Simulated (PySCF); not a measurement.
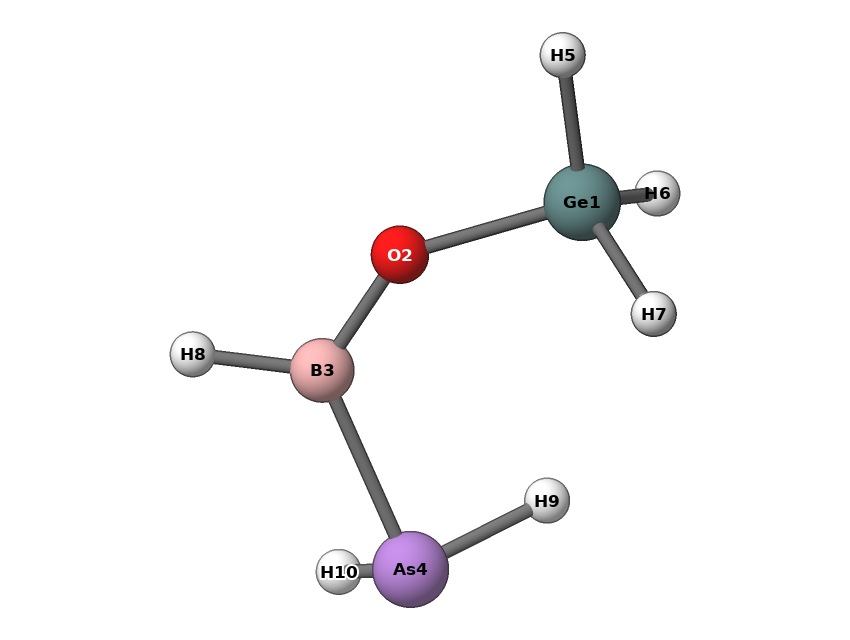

The geometry was computed by an optimisation with GFN2-xTB. No frequency run is at hand to confirm it as a minimum. Level of theory: B3LYP/pcJ-1 (pcSseg-1 on As) (pcSseg-1 on Ge) indirect spin-spin coupling, non-relativistic, gas phase (PySCF 2.14.0). Isotopes: 11B, 1H, 17O.

Give the spin–spin coupling constants of these pairs, with the number of bonds between them: O2/B3, B3/H8, B3/H9, B3/H10, B3/H5.

| pair | bonds apart | J (Hz) |
| --- | --- | --- |
| O2, B3 | 1 | −6.0 |
| B3, H8 | 1 | 162.9 |
| B3, H9 | 2 | −5.4 |
| B3, H10 | 2 | −3.9 |
| B3, H5 | 3 | 5.5 |

The geometry is semi-empirical. Around As, B, Ge such bond lengths and angles can be off by a tenth of an ångström or more and by several degrees, and values that hang on the shape move with them.
